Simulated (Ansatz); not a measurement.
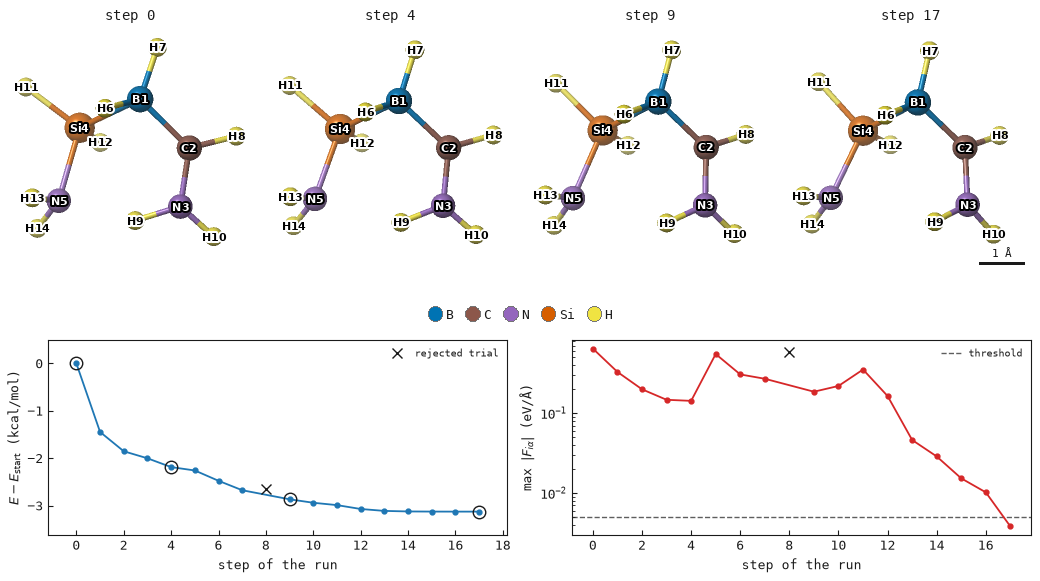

Frames of a relaxation of CH$_{9}$BN$_{2}$Si, marked on the history of the run. Style: ball-and-stick. Shown at a tilt.

The start comes from PBE-D4/def2-SVP.

The calculation used RKS PBE0-D4/def2-TZVP in Ansatz.

Input file:
```yaml
crystal:
  periodic: [false, false, false]
  atoms:
    - {symbol: B, position_ang: [-1.302114, -0.219350, 0.601722]}
    - {symbol: C, position_ang: [-1.083176, -0.881760, -0.783181]}
    - {symbol: N, position_ang: [-0.302304, -0.412105, -1.747524]}
    - {symbol: Si, position_ang: [0.602838, 0.012185, 1.257303]}
    - {symbol: N, position_ang: [1.321685, 1.091577, -0.008778]}
    - {symbol: H, position_ang: [-1.473535, 1.006037, 0.519019]}
    - {symbol: H, position_ang: [-2.071625, -0.797511, 1.354978]}
    - {symbol: H, position_ang: [-1.541477, -1.862768, -1.028527]}
    - {symbol: H, position_ang: [0.363774, 0.357414, -1.461537]}
    - {symbol: H, position_ang: [-0.105032, -0.960677, -2.588362]}
    - {symbol: H, position_ang: [0.708586, 0.621432, 2.640644]}
    - {symbol: H, position_ang: [1.546479, -1.172866, 1.244098]}
    - {symbol: H, position_ang: [0.974934, 2.057853, 0.053783]}
    - {symbol: H, position_ang: [2.348068, 1.131339, -0.024837]}
basis:
  gaussian: {orbitals: def2-TZVP}
hamiltonian: {xc: pbe0, dispersion: d4}
relax: {f_tol: 0.005, max_steps: 150}
```

Run as
```bash
ansatz run in.yaml --threads 4 --pin off --events-out ev --progress --plain --max-ram 10444MiB
```

Q: What happens along the run?

A: H9 moves most after the best rigid fit: 0.87 Å. Largest moves by element: H 0.87 Å, N 0.22 Å, B 0.19 Å, C 0.15 Å, Si 0.10 Å. Near-neighbour distances that change, for instance: Si4–N5 1.812 → 1.742 Å, N3–H9 1.057 → 1.008 Å, B1–C2 1.551 → 1.508 Å, B1–H6 1.240 → 1.214 Å. Bond angles that change, for instance: C2–B1–Si4 101.8° → 91.0°, Si4–B1–H7 116.5° → 107.0°, B1–Si4–H11 114.0° → 106.9°. Groups turn about B1–C2 by about 25°. The energy falls by 3.13 kcal/mol in 16 accepted moves (17 points after the start). Largest force component: 0.64 eV/Å at the start, 0.0038 eV/Å at the end. The line search rejected the trial step at point 8 of the run. The run took 70 s on 4 threads of Arm Neoverse V1 (shared host). From step 0 to 4: H9 moves most (0.25 Å), energy −2.19 kcal/mol. From step 4 to 9: H8 moves most (0.33 Å), energy −0.68 kcal/mol. From step 9 to 17: H9 moves most (0.31 Å), energy −0.26 kcal/mol.

| step | E − E(0), kcal/mol | largest force component, eV/Å | note |
| --- | --- | --- | --- |
| 0 | 0.00 | 0.6430 |  |
| 1 | -1.45 | 0.3283 |  |
| 2 | -1.85 | 0.1991 |  |
| 3 | -2.00 | 0.1471 |  |
| 4 | -2.19 | 0.1427 |  |
| 5 | -2.26 | 0.5504 |  |
| 6 | -2.48 | 0.3057 |  |
| 7 | -2.67 | 0.2698 |  |
| 8 | -2.64 | 0.5853 | rejected |
| 9 | -2.87 | 0.1857 |  |
| 10 | -2.94 | 0.2192 |  |
| 11 | -2.99 | 0.3520 |  |
| 12 | -3.07 | 0.1640 |  |
| 13 | -3.11 | 0.0462 |  |
| 14 | -3.12 | 0.0287 |  |
| 15 | -3.12 | 0.0153 |  |
| 16 | -3.13 | 0.0102 |  |
| 17 | -3.13 | 0.0038 |  |
